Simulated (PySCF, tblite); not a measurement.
# C₇H₁₂BP: geometry, infrared bands and NMR shifts

Wanted: the infrared bands and NMR shifts of C₇H₁₂BP (`C=C(CC#CC)B(C)P`), by calculation.

Programs: tblite 0.8.0 and PySCF 2.14.0, with density-fitted response routines of our own. Each step states its level of theory. These are calculated values for one molecule in the gas phase, unless marked as measured. Atoms are numbered from 0 throughout.

## 1. The molecule as given

21 atoms, charge 0, multiplicity 1; geometry from: force field or distance geometry start.

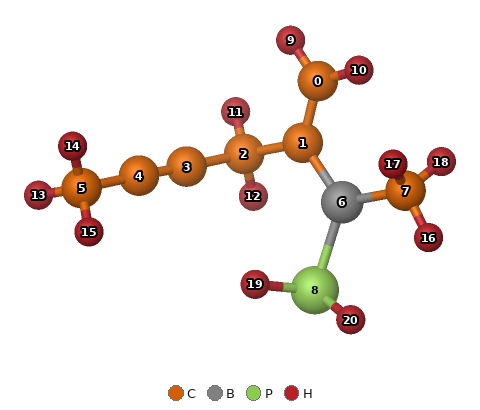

The starting geometry (carbon orange, boron grey, phosphorus green, hydrogen red), atoms numbered.

## 2. Optimising the geometry with GFN2-xTB

What the job is given:

```
{"job": {"kind": "relax", "xc": "GFN2-xTB", "basis": "xTB"}, "charge": 0, "multiplicity": 1}
C     -1.012300    -1.940300     0.681000
C     -0.650500    -1.072500    -0.289700
C      0.708500    -1.257400    -0.941700
C      1.709200    -0.428700    -0.274900
C      2.536700     0.238000     0.298400
C      3.535300     1.061700     0.964900
B     -1.575600     0.157400    -0.678500
C     -3.028600     0.320800    -0.040900
P     -0.960500     1.465100    -1.965900
H     -0.381100    -2.763700     0.975800
H     -1.970100    -1.842000     1.202000
H      1.017100    -2.320500    -0.914600
H      0.643700    -0.959100    -2.004200
H      4.534800     0.902600     0.490700
H      3.589200     0.784800     2.040100
H      3.255200     2.133200     0.896400
H     -3.554300     1.196400    -0.476800
H     -2.953800     0.451000     1.052300
H     -3.634500    -0.589900    -0.253100
H      0.093600     1.971400    -1.096300
H     -1.910900     2.508600    -1.572200
```

On the command line:

```bash
$ OMP_NUM_THREADS=1 python probes_run.py task.json out
```

One launch serves the whole session: the jobs run in the order shown.

Output:

```text
step      E/eV     max force
  0    -673.04980    1.525
  1    -673.15025    1.655
  2    -673.15555    3.014
  3    -673.23478    0.612
  4    -673.24293    0.298
  5    -673.24920    0.198
  6    -673.25511    0.116
  7    -673.25711    0.109
  8    -673.26146    0.123
  9    -673.26344    0.128
 10    -673.26526    0.127
 11    -673.26684    0.122
 12    -673.26904    0.108
 13    -673.27161    0.122
 14    -673.27441    0.152
 15    -673.27713    0.145
 16    -673.28005    0.132
 17    -673.28339    0.147
 18    -673.28683    0.158
 19    -673.28957    0.115
 20    -673.29140    0.098
 21    -673.29285    0.098
 22    -673.29445    0.137
 23    -673.29619    0.144
 24    -673.29760    0.082
 25    -673.29859    0.066
 26    -673.29951    0.082
 27    -673.30064    0.130
 28    -673.30189    0.125
 29    -673.30296    0.088
 30    -673.30377    0.065
 31    -673.30454    0.093
 32    -673.30546    0.123
 33    -673.30643    0.105
 34    -673.30718    0.062
 35    -673.30775    0.064
 36    -673.30830    0.080
 37    -673.30892    0.067
 38    -673.30931    0.038
 39    -673.30960    0.050
 40    -673.30991    0.058
 41    -673.31023    0.050
 42    -673.31048    0.029
 43    -673.31065    0.026
 44    -673.31079    0.026
 45    -673.31092    0.036
 46    -673.31104    0.036
 47    -673.31115    0.029
 48    -673.31124    0.022
 49    -673.31132    0.027
 50    -673.31141    0.024
 51    -673.31148    0.019
 52    -673.31155    0.019
 53    -673.31163    0.017
 54    -673.31170    0.021
 55    -673.31179    0.020
 56    -673.31188    0.022
 57    -673.31200    0.024
 58    -673.31214    0.026
 59    -673.31227    0.028
 60    -673.31236    0.021
 61    -673.31243    0.017
 62    -673.31250    0.016
 63    -673.31257    0.022
 64    -673.31265    0.031
 65    -673.31275    0.034
 66    -673.31286    0.033
 67    -673.31298    0.026
 68    -673.31311    0.030
 69    -673.31324    0.034
 70    -673.31336    0.030
 71    -673.31347    0.027
 72    -673.31355    0.018
 73    -673.31360    0.014
 74    -673.31365    0.015
 75    -673.31369    0.017
 76    -673.31374    0.019
 77    -673.31380    0.016
 78    -673.31386    0.016
 79    -673.31392    0.017
 80    -673.31396    0.017
 81    -673.31401    0.016
 82    -673.31405    0.018
 83    -673.31410    0.020
 84    -673.31414    0.015
 85    -673.31416    0.010
```

It took 2.4 s on 1 thread of Intel Xeon at 2.50GHz, shared host; peak memory 0.18 GiB.

Along the way: (not every step is listed)

```
step  energy from step 0 (eV)  largest force (eV/Å)
   0                   0.0000                1.5248
   1                  -0.1005                1.6549
   2                  -0.1057                3.0136
   3                  -0.1850                0.6118
   4                  -0.1931                0.2977
   5                  -0.1994                0.1981
   6                  -0.2053                0.1162
   7                  -0.2073                0.1094
   8                  -0.2117                0.1230
  15                  -0.2273                0.1454
  22                  -0.2446                0.1367
  29                  -0.2532                0.0877
  36                  -0.2585                0.0800
  43                  -0.2609                0.0264
  50                  -0.2616                0.0239
  57                  -0.2622                0.0242
  64                  -0.2628                0.0311
  71                  -0.2637                0.0268
  78                  -0.2641                0.0158
  80                  -0.2642                0.0171
  81                  -0.2642                0.0158
  82                  -0.2642                0.0177
  83                  -0.2643                0.0197
  84                  -0.2643                0.0149
  85                  -0.2644                0.0100
```

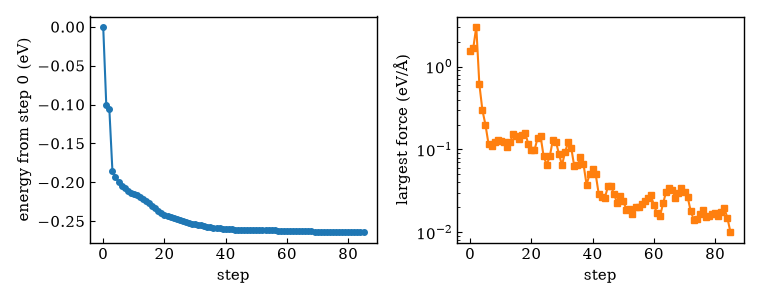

Energy and largest force along the relaxation.

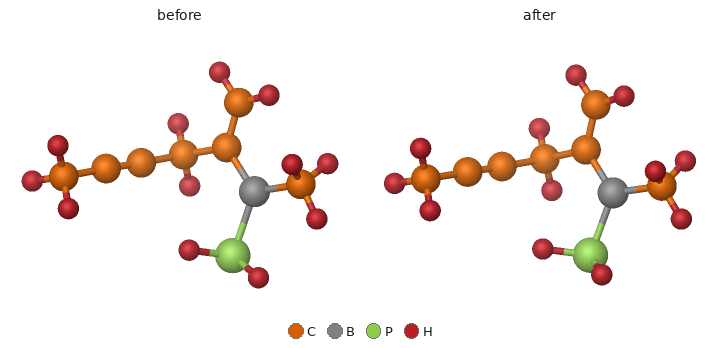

Before and after, at one scale.

Close pairs (by a distance rule), those that changed most:

```
  bond  before (Å)  after (Å)  change (Å)
P8–H20       1.465      1.382      -0.084
P8–H19       1.457      1.380      -0.078
 B6–P8       1.935      1.888      -0.047
 C1–B6       1.587      1.558      -0.030
C5–H13       1.118      1.090      -0.028
C7–H18       1.114      1.089      -0.026
C5–H14       1.112      1.090      -0.022
C7–H16       1.110      1.089      -0.021
```

The next job starts from the end point, and lists it.

## 3. Infrared spectrum with GFN2-xTB

What the job is given:

```
{"job": {"kind": "ir", "xc": "GFN2-xTB", "basis": "xTB"}, "charge": 0, "multiplicity": 1}
C     -0.965753    -1.892451     0.726304
C     -0.665630    -1.038821    -0.255569
C      0.652145    -1.218519    -0.988770
C      1.671205    -0.414864    -0.335478
C      2.474078     0.253453     0.252876
C      3.455468     1.062162     0.945262
B     -1.570250     0.176174    -0.619188
C     -3.062186     0.262053    -0.105464
P     -0.942851     1.497883    -1.812427
H     -0.313897    -2.709137     1.000111
H     -1.871011    -1.800957     1.302485
H      0.963199    -2.267172    -0.976468
H      0.550665    -0.893066    -2.030366
H      4.440889     0.920774     0.501870
H      3.497638     0.777039     1.996513
H      3.186608     2.116506     0.876818
H     -3.655301     1.009057    -0.631211
H     -3.068902     0.540091     0.949297
H     -3.587223    -0.689037    -0.173684
H      0.320121     1.715149    -1.301072
H     -1.517932     2.610626    -1.229024
```

Output:

```text
mode    cm-1     km/mol
  1     -28.4      0.01
  2      27.2      0.30
  3      44.3      0.24
  4      77.7      1.06
  5      92.6      0.63
  6     150.4      0.16
  7     215.0      3.67
  8     216.9      7.25
  9     232.6      1.53
 10     249.3      3.31
 11     258.6      2.19
 12     296.7      0.24
 13     322.0      0.51
 14     376.6     15.05
 15     394.0      2.01
 16     519.3      3.39
 17     555.6     39.98
 18     632.2     31.16
 19     658.3      1.21
 20     726.2      4.25
 21     802.2     15.13
 22     810.7     18.25
 23     817.4     50.78
 24     916.6     18.77
 25     926.3      6.51
 26     958.4      0.51
 27    1019.9    153.65
 28    1027.1      7.53
 29    1028.6      5.26
 30    1068.0     71.13
 31    1128.6     25.40
 32    1139.6     12.56
 33    1199.7     27.91
 34    1252.1     28.44
 35    1277.4      8.68
 36    1385.3     24.80
 37    1392.4      2.03
 38    1412.0      3.73
 39    1446.1      4.04
 40    1460.5      4.19
 41    1460.7      4.43
 42    1484.6      0.88
 43    1495.7      0.91
 44    1640.6     26.60
 45    2323.8     88.88
 46    2411.5    144.57
 47    2412.8      3.13
 48    2918.7     40.03
 49    2946.9     36.73
 50    2992.1     22.90
 51    2996.6     27.18
 52    2999.6     26.23
 53    3008.1     36.44
 54    3013.8     37.74
 55    3023.4     13.84
 56    3071.7     40.03
 57    3116.2     33.31
```

Wall time 3.3 s (1 thread of Intel Xeon at 2.50GHz, shared host); peak memory 0.18 GiB.

The strongest bands and the atoms that carry them (share of the mass-weighted mode):

```
cm⁻¹  km/mol                                 atoms
 556    40.0                     C1 15 %, H19 15 %
 817    50.8  H17 27 %, B6 18 %, C7 13 %, H16 12 %
1020   153.7            B6 50 %, H18 14 %, C7 13 %
1068    71.1                      B6 40 %, C7 12 %
2324    88.9                    H20 59 %, H19 38 %
2412   144.6                    H19 59 %, H20 38 %
2919    40.0                              H12 88 %
3072    40.0                               H9 88 %
```

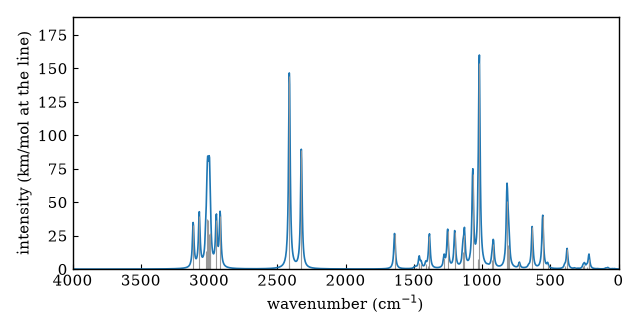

The infrared spectrum from these modes, unscaled. Lines are broadened to a width of 14 cm⁻¹ (Lorentzian).

## 4. Nuclear shieldings: PBE0/pcSseg-1

Settings changed since step 3:

```diff
@@ -1,2 +1,2 @@
-{"job": {"kind": "ir", "xc": "GFN2-xTB", "basis": "xTB"}, "charge": 0, "multiplicity": 1}
+{"job": {"kind": "nmr", "xc": "PBE0", "basis": "pcSseg-1"}, "charge": 0, "multiplicity": 1}
 C     -0.965753    -1.892451     0.726304
```

With the program's defaults for keys left out, this is: GIAO PBE0/pcSseg-1 NMR shielding, non-relativistic, gas phase.

Output:

```text
coarse grid: 17752 points
cycle   1  E = -639.4121656651  dE =  1.002e+00  |g| = 4.895e-01  |ddm| = 4.472e+00
cycle   2  E = -639.4131739604  dE = -1.008e-03  |g| = 4.856e-01  |ddm| = 1.274e+00
cycle   3  E = -639.4776612477  dE = -6.449e-02  |g| = 8.427e-02  |ddm| = 6.818e-01
cycle   4  E = -639.4790222805  dE = -1.361e-03  |g| = 4.892e-02  |ddm| = 1.242e-01
cycle   5  E = -639.4795786131  dE = -5.563e-04  |g| = 1.560e-02  |ddm| = 4.871e-02
cycle   6  E = -639.4796364793  dE = -5.787e-05  |g| = 5.116e-03  |ddm| = 1.849e-02
cycle   7  E = -639.4796419130  dE = -5.434e-06  |g| = 2.000e-03  |ddm| = 5.312e-03
final grid: 166056 points
cycle   8  E = -639.5332321479  dE = -4.890e-05  |g| = 9.601e-03  |ddm| = 5.641e-02
cycle   9  E = -639.5332195051  dE =  1.264e-05  |g| = 1.178e-02  |ddm| = 2.187e-02
cycle  10  E = -639.5332555839  dE = -3.608e-05  |g| = 2.391e-03  |ddm| = 1.271e-02
cycle  11  E = -639.5332569663  dE = -1.382e-06  |g| = 4.011e-04  |ddm| = 1.941e-03
cycle  12  E = -639.5332570018  dE = -3.551e-08  |g| = 1.736e-04  |ddm| = 6.058e-04
cycle  13  E = -639.5332570092  dE = -7.371e-09  |g| = 5.854e-05  |ddm| = 2.148e-04
cycle  14  E = -639.5332570100  dE = -8.490e-10  |g| = 1.569e-05  |ddm| = 7.301e-05
converged SCF energy = -639.5332570100

GIAO shielding tensors (ppm)
atom      isotropic    diamagn.    paramagn.     s11        s22        s33       span
  0 C       47.168     255.848    -208.680    -58.040     47.102    152.440    210.480
  1 C       25.979     261.322    -235.343    -94.971      1.233    171.676    266.648
  2 C      155.074     250.796     -95.722    143.849    150.634    170.740     26.891
  3 C       99.437     267.836    -168.400      8.235     15.991    274.085    265.851
  4 C      100.754     269.376    -168.623     19.167     29.984    253.109    233.942
  5 C      182.021     253.691     -71.670    174.500    175.216    196.348     21.849
  6 B       15.229     193.405    -178.176    -68.116     -5.896    119.699    187.815
  7 C      174.356     252.241     -77.885    155.884    179.404    187.779     31.895
  8 P      515.469     970.406    -454.937    452.055    489.395    604.957    152.902
  9 H       25.545      32.753      -7.208     22.139     24.799     29.697      7.558
 10 H       25.542      33.547      -8.004     22.731     24.671     29.225      6.494
 11 H       28.622      31.247      -2.625     24.642     27.158     34.066      9.424
 12 H       28.483      31.317      -2.833     25.484     27.830     32.136      6.651
 13 H       29.738      25.927       3.811     24.489     27.675     37.050     12.561
 14 H       29.775      30.202      -0.428     24.502     28.129     36.693     12.191
 15 H       29.814      31.698      -1.884     24.408     28.863     36.169     11.761
 16 H       30.371      29.986       0.385     26.013     30.707     34.394      8.380
 17 H       30.685      31.786      -1.100     26.907     29.012     36.136      9.229
 18 H       30.565      30.282       0.283     26.003     29.384     36.309     10.306
 19 H       28.195      33.831      -5.636     21.616     27.271     35.697     14.081
 20 H       29.372      32.621      -3.249     24.714     27.697     35.704     10.990
```

It took 2.8 min on 1 thread of Intel Xeon at 2.50GHz, shared host; peak memory 0.88 GiB.

Shifts follow as δ = σ(reference) − σ, with reference shieldings (ppm) from runs at the same level and on the same kind of geometry: 1H TMS 31.72, 13C TMS 186.9, 31P H3PO4 318.4, 11B BF3·OEt2 100.1. The references are single molecules in the gas phase, so shifts against H2O, NH3, PH3, H3PO4 or CFCl3 are not on the usual liquid scales and can be off by tens of ppm. Atoms listed in one row are averaged.

```
        atoms                              environment  σ (ppm)  δ (ppm)  δ scaled to CDCl3
           C1          fully substituted alkene carbon     26.0    160.9              155.2
           C0                     terminal =CH2 carbon     47.2    139.8              134.5
           C3                            alkyne carbon     99.4     87.5               83.5
           C4                            alkyne carbon    100.8     86.2               82.2
           C2                          allylic sp3 CH2    155.1     31.9               29.2
           C7                methyl carbon bonded to B    174.4     12.6               10.4
           C5                propargylic methyl carbon    182.0      4.9                2.9
          H10       hydrogen on a terminal =CH2 carbon    25.54     6.17               5.93
           H9       hydrogen on a terminal =CH2 carbon    25.55     6.17               5.92
     H11, H12           hydrogen on an allylic sp3 CH2    28.55     3.16               3.09
     H19, H20     hydrogen on a phosphorus bonded to B    28.78     2.93                  –
H13, H14, H15  hydrogen on a propargylic methyl carbon    29.78     1.94               1.94
H16, H17, H18  hydrogen on a methyl carbon bonded to B    30.54     1.18               1.21
           B6                   boron bonded to 2 C, P     15.2     84.8                  –
           P8              phosphorus bonded to B, 2 H    515.5   -197.1                  –
```

The scaled column applies a straight-line fit of computed shieldings to shifts measured in CDCl3 (root-mean-square error 0.16 ppm for H, 1.9 ppm for C).

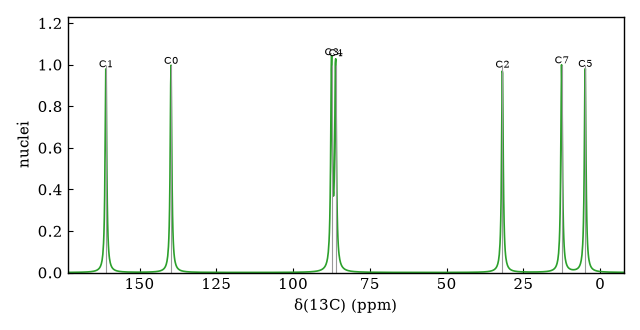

13C lines at the computed shifts, without couplings. Lines are broadened to a width of 0.62 ppm (Lorentzian).

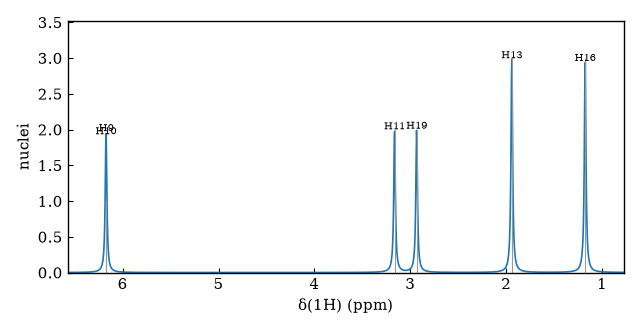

1H lines at the computed shifts, without couplings. Lines are broadened to a width of 0.02 ppm (Lorentzian).

The run also stored atomic charges by several schemes (e):

```
atoms  Mulliken    IAO  Hirshfeld  ESP fit
   C0     -0.05  -0.25      -0.07    -0.41
   C1     -0.49  -0.09      -0.06    -0.06
   C2     -0.11  -0.27      -0.06    -0.18
   C3     -0.05  -0.07      -0.06    -0.19
   C4     -0.32  -0.06      -0.06     0.05
   C5     -0.19  -0.43      -0.10    -0.53
   B6      0.37   0.07       0.12     0.47
   C7     -0.52  -0.56      -0.20    -0.70
   P8     -0.13   0.08       0.00    -0.42
```

Mulliken charges:

C0 -0.05; C1 -0.49; C2 -0.11; C3 -0.05; C4 -0.32; C5 -0.19; B6 0.37; C7 -0.52; P8 -0.13; H9 0.11; H10 0.11; H11 0.15; H12 0.16; H13 0.15; H14 0.14; H15 0.14; H16 0.13; H17 0.14; H18 0.13; H19 0.08; H20 0.05

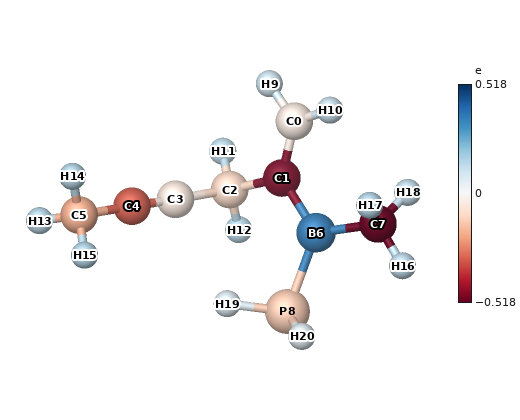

Mulliken charges, as colours on the atoms.

Mayer bond orders: C0–C1 1.94, C1–C2 1.06, C2–C3 1.07, C3–C4 2.66, C4–C5 1.22, C1–B6 0.93, B6–C7 1.06, B6–P8 1.17.

The fields below are evaluated on a grid from the run's orbitals.

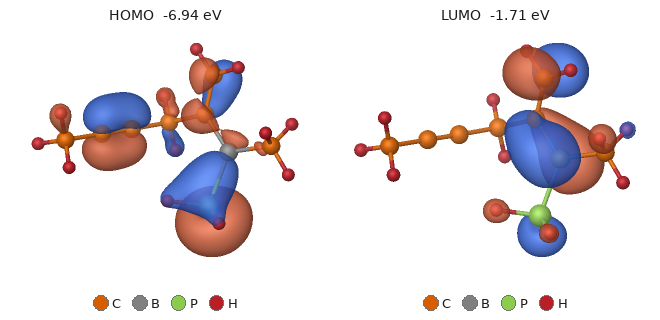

PBE0/pcSseg-1 orbitals near the gap, drawn at the value that encloses 70 % of each; the two colours are the two signs.

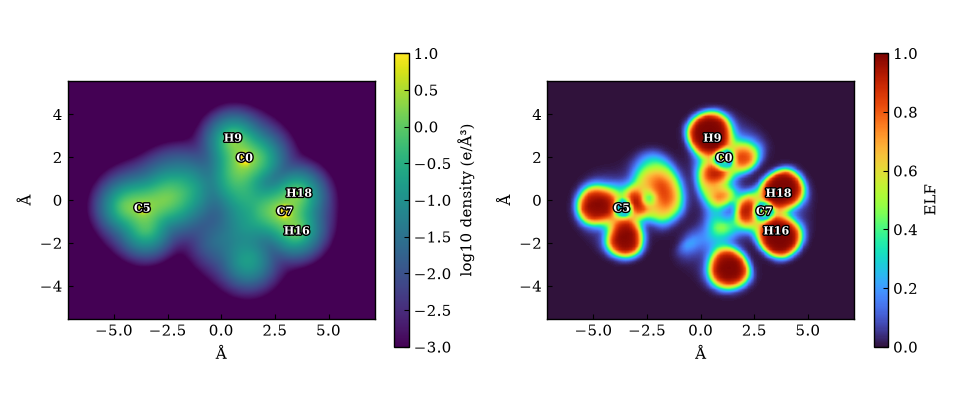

Density (left) and ELF (right) in a plane through or near 6 of the atoms.

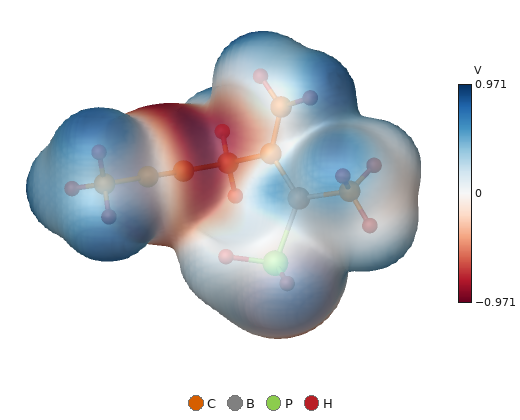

The potential that a unit positive charge feels on the 0.002 e/bohr³ surface, from -0.97 V near P8 to 0.80 V near H9.

## 5. Outcome

```
                                                              quantity                                          value
                             strongest single infrared mode (GFN2-xTB)                          1020 cm⁻¹, 154 km/mol
                                          zero-point energy (GFN2-xTB)                                 102.7 kcal/mol
                                13C shifts against TMS (PBE0/pcSseg-1)  160.9, 139.8, 87.5, 86.2, 31.9, 12.6, 4.9 ppm
1H shifts against TMS (PBE0/pcSseg-1, means over atoms taken as alike)         6.17, 6.17, 3.16, 2.93, 1.94, 1.18 ppm
                           11B shifts against BF3·OEt2 (PBE0/pcSseg-1)                                       84.8 ppm
                              31P shifts against H3PO4 (PBE0/pcSseg-1)                                     -197.1 ppm
                                 surface potential, least and greatest                             -0.97 V and 0.80 V
```

The optimisation took 85 steps and gained 0.264 eV; among the close pairs (by a distance rule), P8–H20 changed most, from 1.465 to 1.382 Å. The lowest mode is imaginary (28i cm⁻¹), so the xTB geometry is not a minimum. The strongest single mode, at 1020 cm⁻¹, has its largest shares on B6, H18 and C7 (the list is cut at 3 atoms). Unscaled tight-binding wavenumbers are off by several per cent, some by more. Its intensities can rank the bands wrongly. C1 (fully substituted alkene carbon) lies farthest downfield among carbon, at 160.9 ppm; an sp2 carbon of a C=C bond. By nearest atom (PBE0/pcSseg-1), the HOMO sits on P8 37 %; C3, C4 about 12 % each and the LUMO on B6 37 %; C0 20 %.
